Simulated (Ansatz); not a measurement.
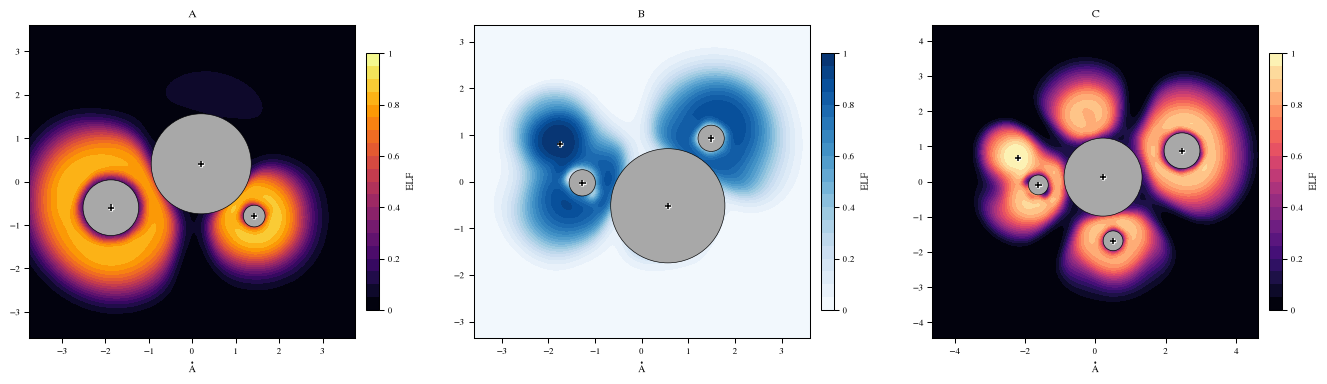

The ELF of 3 systems, each on a plane through atoms (crosses mark nuclei in the plane; grey discs cover the cores).

Level of theory: isolated molecule in a Gaussian basis; Kohn-Sham density functional theory, functional PBE0 in Ansatz.

System 1: FH$_{2}$O$_{3}$Ta, the plane of atoms Ta5, O4 and H7. Geometry: PBE0-D4/def2-SVP; core potentials replace the inner electrons of Ta.

| atom | x (Å) | y (Å) | z (Å) |
| --- | --- | --- | --- |
| F | -1.1711 | 1.6386 | 0.9916 |
| O | -1.3983 | -1.1326 | 0.0881 |
| O | 1.2115 | -0.3903 | 1.1735 |
| O | 0.2370 | 0.5965 | -1.6079 |
| Ta | -0.2927 | 0.1808 | 0.1667 |
| H | 1.4546 | -1.2067 | 1.6183 |
| H | 0.0201 | 0.2458 | -2.4760 |

System 2: Br$_{3}$FTi, the plane of atoms Br2, Ti5 and F4. Geometry: PBE0-D4/def2-SVP.

```
atom    x (Å)    y (Å)    z (Å)
  Br   1.1996   1.3573  -0.7577
  Br   2.5097  -2.1552  -1.2167
  Br   2.1437  -0.7149   2.2556
   F  -0.3703  -1.3865   0.2155
  Ti   1.2300  -0.7781   0.1313
```

System 3: Cl$_{2}$FH$_{3}$MoO$_{3}$, the plane of atoms O6, Mo4 and O7. Geometry: PBE0-D4/def2-SVP; core potentials replace the inner electrons of Mo.

```json
{"atom": "Cl", "x (Å)": "0.3591", "y (Å)": "2.3744", "z (Å)": "0.0051"}
{"atom": "Cl", "x (Å)": "-2.0347", "y (Å)": "0.7940", "z (Å)": "-1.3697"}
{"atom": "F", "x (Å)": "-1.3676", "y (Å)": "0.6723", "z (Å)": "1.4957"}
{"atom": "Mo", "x (Å)": "-0.2846", "y (Å)": "0.1243", "z (Å)": "0.0807"}
{"atom": "O", "x (Å)": "-1.0533", "y (Å)": "-1.5235", "z (Å)": "-0.2151"}
{"atom": "O", "x (Å)": "0.7940", "y (Å)": "-0.4680", "z (Å)": "1.4645"}
{"atom": "O", "x (Å)": "1.0550", "y (Å)": "-0.1072", "z (Å)": "-1.1484"}
{"atom": "H", "x (Å)": "-1.7979", "y (Å)": "-1.6435", "z (Å)": "-0.8250"}
{"atom": "H", "x (Å)": "0.4840", "y (Å)": "-0.4108", "z (Å)": "2.3815"}
{"atom": "H", "x (Å)": "1.7378", "y (Å)": "0.5161", "z (Å)": "-1.4319"}
```

### Which map belongs to which system?

Panel A is system 2, Br$_{3}$FTi: the plane holds Br, F and Ti. Ti–F (1.71 Å): the ELF peaks at about 0.85 in the valence shell of F, 0.5 Å from its nucleus, and drops to about 0.25 between the two atoms. Panel B is system 1, FH$_{2}$O$_{3}$Ta: the plane holds O, Ta and H. Ta–O (1.72 Å): the ELF peaks at about 0.80 in the valence shell of O, 0.5 Å from its nucleus, and drops to about 0.35 between the two atoms. Panel C is system 3, Cl$_{2}$FH$_{3}$MoO$_{3}$: the plane holds Cl, Mo, O and H. Mo–O (1.83 Å): the ELF peaks at about 0.85 in the valence shell of O, 0.5 Å from its nucleus, and drops to about 0.25 between the two atoms.
